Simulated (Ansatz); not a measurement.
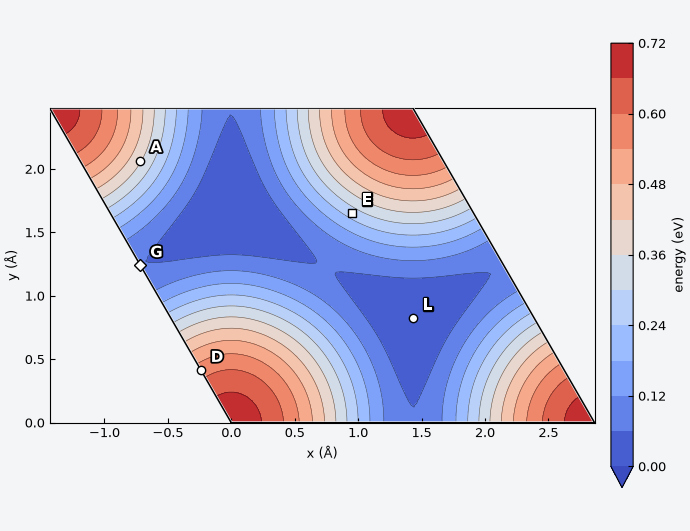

Si on a Ti(001) slab cut from the P6_3/mmc phase, its upper half relaxed before the scan (5 atoms of substrate and one adsorbate in a 1 × 1 cell). 
- Si is moved over the surface cell; relaxed at each place: the height of the adsorbate's atoms; substrate rigid; the origin of the map has the adsorbate above Ti5.
- Places are given modulo a cell vector. The map is drawn in real space over the plane of the surface.
- Grid: 6 × 6 points; 10 points were computed and 26 follow by symmetry.
- All energies are given in eV relative to the lowest grid point.
- With one adsorbate in each 1 × 1 cell, its nearest image is 2.9 Å away, so neighbouring adsorbates interact.
- All numbers below come from DFT LDA, scalar-relativistic, plane waves, PAW in Ansatz. Settings: cutoff 420 eV, k-mesh 9×9×1, gaussian smearing 0.1 eV, no spin polarisation.

The picture shows filled contours, the outline of one cell of the plane, lettered points. Between grid points the surface is interpolated.

**Is E the lowest point of the computed grid?**

No. E lies 0.271 eV above the lowest grid point, which is at a threefold hollow, (2/6, 4/6) of the cell vectors.

PAW datasets: the set soft_1.
